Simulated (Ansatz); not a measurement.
Be₆Pd (space group Pm-3m, No. 221). Coordinates: the input geometry of an electronic-structure calculation (not necessarily at equilibrium); the starting structure was generated, so it need not be a known form of this composition.

```xyz
7
Lattice="4.8978 0.0000 0.0000 0.0000 4.8978 0.0000 0.0000 0.0000 4.8978" Properties=species:S:1:pos:R:3 pbc="T T T"
Be    2.4489    2.4489    0.9676
Be    2.4489    2.4489    3.9302
Be    0.9676    2.4489    2.4489
Be    3.9302    2.4489    2.4489
Be    2.4489    0.9676    2.4489
Be    2.4489    3.9302    2.4489
Pd    0.0000    0.0000    0.0000
```

Bonds are taken as Be–Be below 2.4 Å. Simplification: prune 0- and 1-connected atoms, fold 2-connected ones into links.

Derive the underlying net.

The result is a uninodal 5-connected, three-periodic net: Be is a 5-connected node. Pd drops out. It is a single net, without interpenetration.

| node | links | point symbol | coordination sequence |
| --- | --- | --- | --- |
| Be | 5 | 3^4.4^2.8^4 | 5 9 22 37 57 82 117 145 |

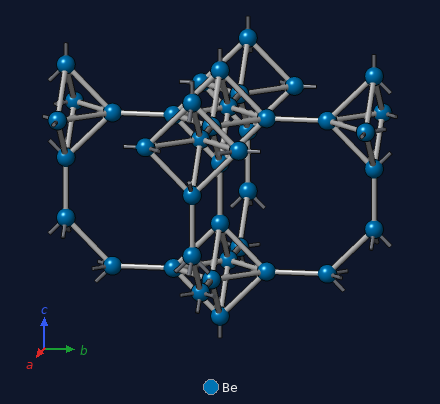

Nodes are coloured by topological kind. Edges to nodes outside the piece are drawn as stubs.
